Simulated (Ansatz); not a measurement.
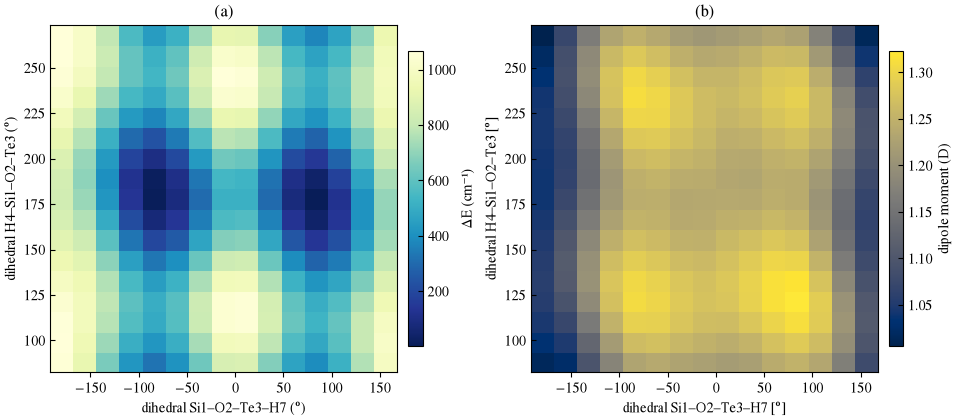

H₄OSiTe, SMILES [SiH3]O[TeH]. Coordinates scanned: (1) dihedral Si1–O2–Te3–H7; (2) dihedral H4–Si1–O2–Te3. Nothing is relaxed (all other coordinates rigid). The scan uses a 15 × 17 grid. Energies are in cm⁻¹, from the relaxed molecule at the same level. Method: RKS PBE0-D4/def2-TZVP (Ansatz 0.2.0).

Panel (a) is the energy; panel (b) is the computed dipole moment, in D.

In the figure: one coloured cell a grid point.

How does the dipole moment vary over the map, and what is it at the lowest grid point?

Answer. Leaving out the highest fifth of the energies, it runs from 1.04 D at dihedral Si1–O2–Te3–H7 = −180°, dihedral H4–Si1–O2–Te3 = 189.2° to 1.32 D at dihedral Si1–O2–Te3–H7 = 84°, dihedral H4–Si1–O2–Te3 = 121.8°. At the lowest grid point, dihedral Si1–O2–Te3–H7 = 84°, dihedral H4–Si1–O2–Te3 = 178.0°, it is 1.24 D.
